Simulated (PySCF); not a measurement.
**CCSDT/STO-6G run of SiH4O (Si(OH)H3)**

What is the vertical ionisation energy of SiH4O (Si(OH)H3) at CCSDT/STO-6G? The job is set up through a Python script.

The calculation is run with PySCF 2.14.0.

6 further runs of the same task are left out: 6 set aside as unsound or not needed.

**1. The structure to begin with**

SiH4O has 6 atoms, charge 0, and is taken as a singlet. As SMILES, `[H][Si]([H])([H])O`. The coordinates come from a GFN2-xTB relaxation.

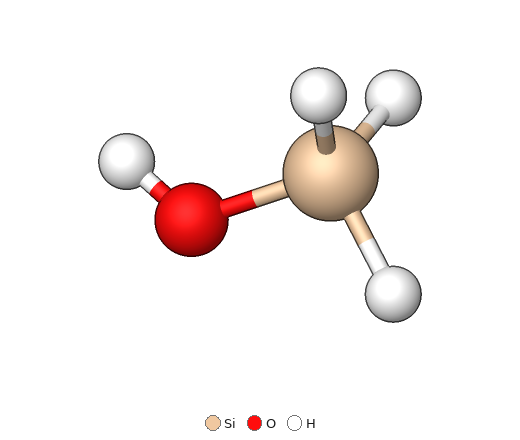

The structure, seen from a chosen angle (silicon light orange, oxygen red, hydrogen white).

**2. A single-point energy at CCSDT/STO-6G**

run.py reads:

```python
# Si(OH)H3
from pyscf import gto, cc

mol = gto.M(
    atom='''
Si    -0.113270    -0.217262    -0.770838
O     -0.112514    -0.173685     2.300042
H      0.618545     1.173407     3.245151
H      2.481494    -0.213104    -1.732595
H     -1.436910     2.000048    -1.763474
H     -1.437326    -2.569404    -1.278267
''',
    max_memory=1860,
    unit='bohr',
    basis='sto-6g',
    verbose=3,
    spin=0,
    charge=0,
)

mf = mol.RHF()
mf.conv_tol = 1e-10
mf.kernel()
if not mf.converged:
    mf = mf.newton().run(mf.mo_coeff, mf.mo_occ)

mycc = cc.CCSDT(mf, frozen=6)
mycc.kernel()
e_final = mycc.e_tot
print(f'total energy: {e_final:.8f} hartree')
```

Command:

```bash
OMP_NUM_THREADS=1 python run.py
```

Standard output:

```text
converged SCF energy = -364.772503662614
_make_eris_incore_RCCSDT

WARN: A large `blksize` is being used, which may cause large memory consumption
      for storing contraction intermediates. If memory is sufficient, consider using
      `pyscf.cc.rccsdt_highm.RCCSDT` instead.

RCCSDT converged
E(RCCSDT) = -364.8731651528377   E_corr = -0.1006614902233889
E_corr(same-spin) = -0.00642416551644197
E_corr(oppo-spin) = -0.094237324706947
total energy: -364.87316515 hartree
```

It took 1.3 s on 1 thread of Arm Neoverse V1, shared host; peak memory 0.12 GiB.

**3. The doublet cation at the same level**

calc.py reads:

```python
from pyscf import gto, scf, cc

mol = gto.M(
    atom='''
Si  -0.059940  -0.114970  -0.407910
O   -0.059540  -0.091910   1.217130
H    0.327320   0.620940   1.717260
H    1.313150  -0.112770  -0.916850
H   -0.760380   1.058380  -0.933190
H   -0.760600  -1.359670  -0.676430
''',
    verbose=3,
    max_memory=1860,
    spin=1,
    basis='sto-6g',
    charge=1,
)

mf = scf.UHF(mol)
mf.conv_tol = 1e-10
mf.kernel()
if not mf.converged:
    mf = mf.newton().run(mf.mo_coeff, mf.mo_occ)

mycc = cc.CCSDT(mf, frozen=6)
mycc.kernel()
energy = mycc.e_tot
print('E(%s) = %.9f' % ('CCSDT', energy))
```

Command:

```bash
OMP_NUM_THREADS=1 python calc.py
```

Standard output:

```text
converged SCF energy = -364.52148435545  <S^2> = 0.75704726  2S+1 = 2.0070349
_make_eris_incore_UCCSDT

WARN: A large `blksize_v_aaa` is being used, which may cause large memory consumption
      for storing contraction intermediates. If memory is sufficient, consider using
      `pyscf.cc.uccsdt_highm.UCCSDT` instead.

WARN: A large `blksize_v_aab` is being used, which may cause large memory consumption
      for storing contraction intermediates. If memory is sufficient, consider using
      `pyscf.cc.uccsdt_highm.UCCSDT` instead.

UCCSDT converged
E(UCCSDT) = -364.6153901744674   E_corr = -0.09390581901772163
E_corr(same-spin) = -0.0061884593787946
E_corr(oppo-spin) = -0.087717359638927
E(CCSDT) = -364.615390174
```

Wall time 2.2 s (1 thread of Arm Neoverse V1, shared host); peak memory 0.11 GiB.

**4. Summary of results**

Level: CCSDT/STO-6G, 6 core orbitals frozen.

| quantity | value |
| --- | --- |
| singlet SiH4O: total energy | -364.87317 Eh |
| singlet SiH4O: dipole moment (Hartree–Fock density) | 1.36 D |
| singlet SiH4O: HOMO energy (Hartree–Fock orbitals) | -9.25 eV |
| singlet SiH4O: LUMO energy (Hartree–Fock orbitals) | 13.55 eV |
| singlet SiH4O: HOMO–LUMO gap (Hartree–Fock orbitals) | 22.80 eV |
| singlet SiH4O: correlation energy (6 core orbitals frozen) | -100.7 mEh |
| singlet SiH4O: T1 diagnostic | 0.008 |
| doublet cation: total energy | -364.61539 Eh |
| doublet cation: HOMO energy (Hartree–Fock orbitals) (highest over α and β) | -18.42 eV |
| doublet cation: LUMO energy (Hartree–Fock orbitals) (lowest over α and β) | -4.34 eV |
| doublet cation: correlation energy (6 core orbitals frozen) | -93.9 mEh |
| doublet cation: ⟨S²⟩ of the reference determinant | 0.757 |
| doublet cation: T1 diagnostic | 0.024 |
| vertical ionisation energy (to the doublet cation) | 7.014 eV |

In words: Removing an electron at fixed nuclei costs 7.01 eV (162 kcal/mol). In a minimal basis such a difference can be off by several eV, whatever the method. Mulliken charges (singlet SiH4O) of the mean-field density run from -0.54 on O2 to +0.89 on Si1; they depend strongly on the basis.
